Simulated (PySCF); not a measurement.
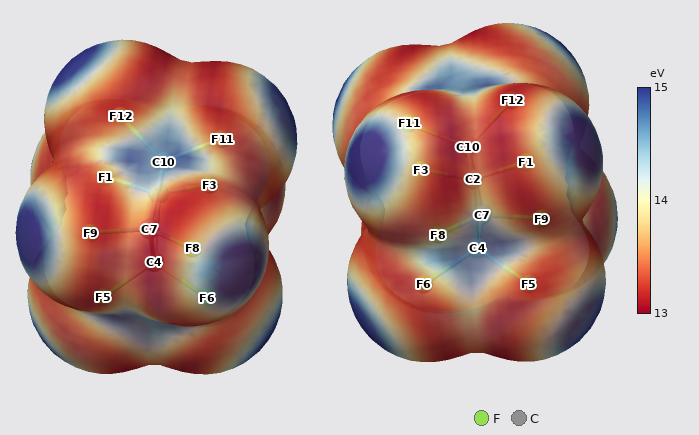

Figure 1: C4F8, SMILES `FC1(F)C(F)(F)C(F)(F)C1(F)F`. Average local ionisation energy on the surface of electron density 0.001 a.u. (back view left, front view right).

Computed with PySCF, LDA (SVWN)/def2-SVP, geometry: GFN2-xTB. No frequency check shows the geometry to be a minimum.

Cartesian coordinates (Å):

```
F1      -1.2426   -1.2425    1.2159
C2      -0.7825   -0.7825    0.0493
F3      -1.4189   -1.4186   -0.9339
C4       0.7825   -0.7825   -0.0493
F5       1.4189   -1.4186    0.9339
F6       1.2426   -1.2425   -1.2159
C7       0.7825    0.7825    0.0493
F8       1.4189    1.4186   -0.9339
F9       1.2426    1.2425    1.2159
C10     -0.7825    0.7825   -0.0493
F11     -1.2426    1.2425   -1.2159
F12     -1.4189    1.4186    0.9339
```

> Where are the most loosely bound electrons on this surface?

The lowest value is 13.0 eV, 1.6 Å from F3. For comparison, the highest occupied orbital lies at −7.8 eV.

Cost of the run: 13 s on 1 thread of Intel(R) Xeon(R) 6975P-C (Granite Rapids), on a shared host, peak memory 0.57 GiB.
